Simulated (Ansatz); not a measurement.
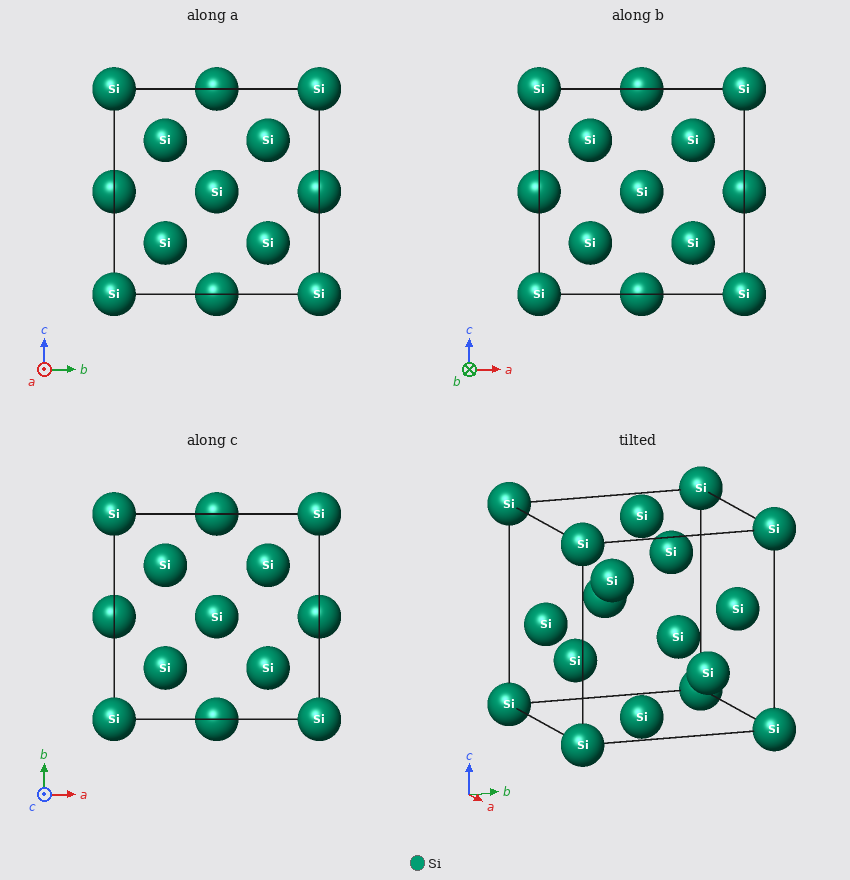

An orthographic spheres-only view of the structure, along the a axis, along the b axis, along the c axis and slightly off an axis. Thin lines show the conventional unit cell, with boundary atoms drawn in all their periodic places.

Lattice parameters: a = 5.4667 Å, b = 5.4667 Å, c = 5.4667 Å, α = 90.000°, β = 90.000°, γ = 90.000°.

Question: Set out the cell and atoms as a CIF in P1 with every atom of the cell.

Answer:
```cif
data_structure
_symmetry_space_group_name_H-M 'P 1'
_symmetry_Int_Tables_number 1
_cell_length_a 5.4667
_cell_length_b 5.4667
_cell_length_c 5.4667
_cell_angle_alpha 90.000
_cell_angle_beta 90.000
_cell_angle_gamma 90.000
_cell_volume 163.37
loop_
_atom_site_label
_atom_site_type_symbol
_atom_site_fract_x
_atom_site_fract_y
_atom_site_fract_z
_atom_site_occupancy
Si1 Si 0.0000 0.0000 0.0000 1
Si2 Si 0.2500 0.7500 0.7500 1
Si3 Si 0.0000 0.5000 0.5000 1
Si4 Si 0.2500 0.2500 0.2500 1
Si5 Si 0.5000 0.0000 0.5000 1
Si6 Si 0.7500 0.7500 0.2500 1
Si7 Si 0.5000 0.5000 0.0000 1
Si8 Si 0.7500 0.2500 0.7500 1
```

The picture shows a generated cell, made by putting these elements into a known structure type (the compound may or may not exist in this form); the geometry isn't optimised. A calculation with Ansatz used it as input.
